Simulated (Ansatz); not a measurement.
**Run report: AlH3Cl2F2, single-point calculation**

The run: single-point calculation of AlH3Cl2F2. Method and program: RKS PBE0-D4/def2-TZVPP (Ansatz 0.2.0).

The geometry is the reactant side of a reaction. The reaction was set up to form Al1–F6, H5–F8 and H2–H7 and to break Al1–H2, H5–F6 and H7–F8 (atoms counted from 1 in the order of the input); sticks are drawn by distance alone. The geometry comes from this level: PBE0-D4/def2-TZVP.

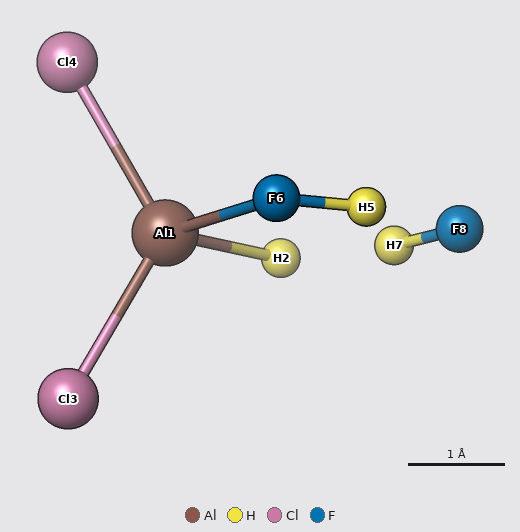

**Figure 1.** The structure (ball-and-stick view, seen at a tilt; atoms are numbered from 1 in the order of the input). Sticks mark near contacts.

**The input**
```yaml
crystal:
  periodic: [false, false, false]
  atoms:
    - {symbol: Al, position_ang: [-0.741672, -0.362844, -0.573564]}
    - {symbol: H, position_ang: [0.215297, 0.925842, -0.866377]}
    - {symbol: Cl, position_ang: [-0.326887, -2.005664, -1.791241]}
    - {symbol: Cl, position_ang: [-2.706114, 0.146747, -0.089169]}
    - {symbol: H, position_ang: [0.806008, -0.078208, 1.221616]}
    - {symbol: F, position_ang: [0.079572, -0.766324, 1.084226]}
    - {symbol: H, position_ang: [1.090624, 1.138439, 0.080882]}
    - {symbol: F, position_ang: [1.583172, 1.002015, 0.933625]}
basis:
  gaussian: {orbitals: def2-TZVPP}
hamiltonian: {xc: pbe0, dispersion: d4}
output: {orbitals: {seedname: orbitals}}
```

Run on 4 threads of Arm Neoverse V1, 23 GiB of memory available, shared host.

Run as:
```bash
ansatz run in.yaml --threads 4 --pin off --events-out ev --progress --plain --max-ram 9574MiB
```

**What the program printed**
```
Functional definition: PBE0
  name "PBE0"
  cite "Adamo & Barone, J. Chem. Phys. 110, 6158 (1999) doi:10.1063/1.478522"
  cite "Perdew, Burke & Ernzerhof, Phys. Rev. Lett. 77, 3865 (1996) doi:10.1103/PhysRevLett.77.3865"
  parent pbe
  parameter a = 0.25
  parameter kappa = 0.804
  parameter beta = 0.06672455060314922
  exchange = (1 - a)*pbe_x(kappa = kappa, mu = beta*pi^2/3) + a*exact_x
  correlation = pbe_c(beta = beta)
1439 factors; their error is unknown
mean field evaluation 1: about -37114.5331 eV, gradient 3.8e1 eV
mean field evaluation 2: about -37113.6635 eV, gradient 4.7e1 eV
mean field evaluation 4: about -37116.5913 eV, gradient 1.1e0 eV
mean field evaluation 8: about -37116.5902 eV, gradient 1.7e-2 eV
mean field evaluation 16: about -37116.6845 eV, gradient 4.5e-5 eV
mean field -37116.68451814 eV, -1364.0129974492 hartree, gradient 4.5e-5 eV, S^2 0.000000; 0 other end points of the search recorded, 0 dependent functions left out
reference -37116.68454616 eV, -1364.0129984789 hartree; 34, 34 occupied and 196, 196 virtual orbitals, 1439 factors
Total energy: -37116.83190959 eV, -1364.0184139852 hartree
```

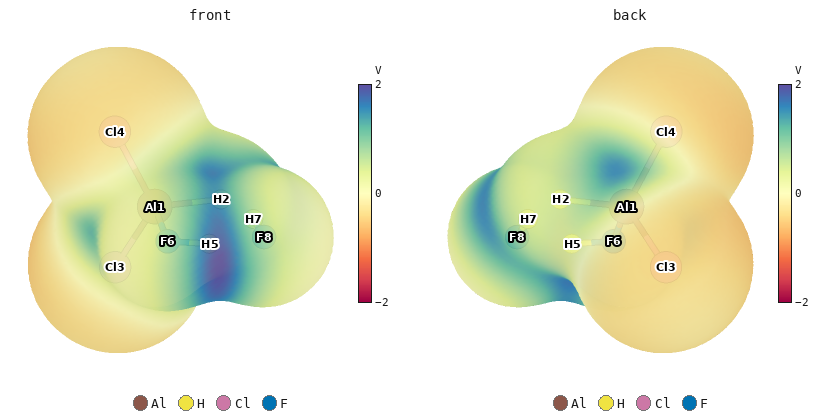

**Figure 2.** The electrostatic potential painted on the density surface at 0.001 e/bohr³, seen at a tilt and from behind; the colour scale runs from red (negative) to blue (positive). A positive charge is drawn to the negative regions and a negative charge to the positive ones.

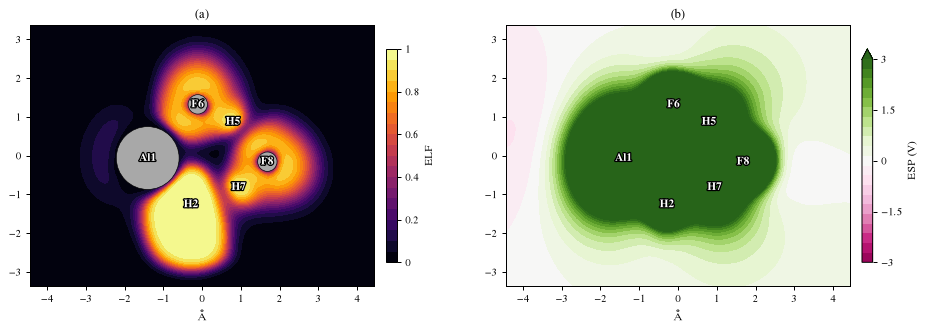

**Figure 3.** (a) electron localisation function; (b) molecular electrostatic potential on the plane of atoms H2, Al1 and F6. Grey discs, where drawn, cover atomic cores. The section cuts through Al, H and F sites. F8···H5 (1.36 Å): the ELF peaks at about 0.85 between the atoms; by its geometry a hydrogen bond between the two molecules, with no shared pair. Al–F (1.89 Å): the ELF peaks at about 0.85 in the valence shell of F, 0.6 Å from its nucleus, and is about 0.35 at the midpoint. Al–H (1.63 Å): the ELF climbs to about 1 towards the hydrogen.

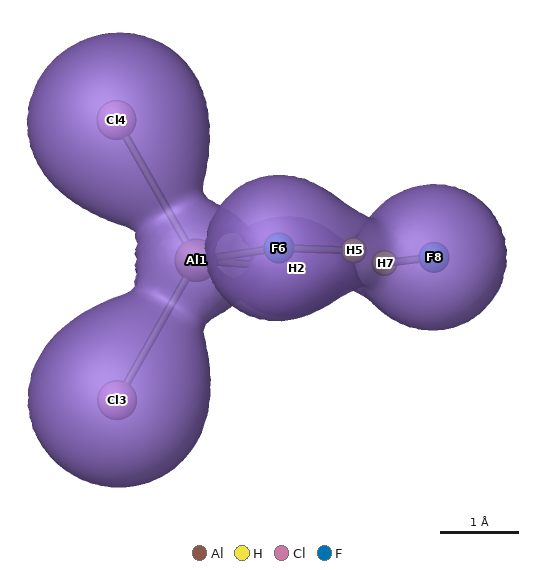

**Figure 4.** Isosurface of the electron density at 0.3 e/Å³ (purple), seen face on. At this value the surface is in one piece. On the grid the lowest density along these lines, outside the cores, is 0.66 e/Å³ (F···H, 1.36 Å), 0.39 e/Å³ (Al–F, 1.89 Å), 0.56 e/Å³ (Al–Cl, 2.09 Å) and 1.9 e/Å³ (F–H, 0.99 Å).

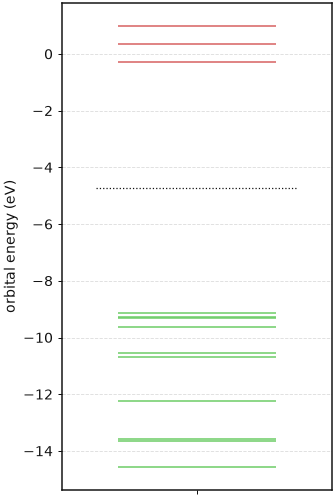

**Figure 5.** Orbital energies near the frontier; the dotted line parts filled from empty levels, and levels within 0.02 eV of each other stand side by side. Highest filled −9.15 eV, lowest empty −0.29 eV, 8.86 eV apart.

**Key numbers**

- outcome: converged
- total energy: −37116.8319 eV
- mean-field energy: −37116.6845 eV
- dispersion energy: −0.1474 eV
- SCF solution under orbital rotations: stable
- HOMO: −9.15 eV
- LUMO: −0.29 eV
- wall time: 3.4 s (CPU time 13 s)
- peak memory: 0.63 GiB
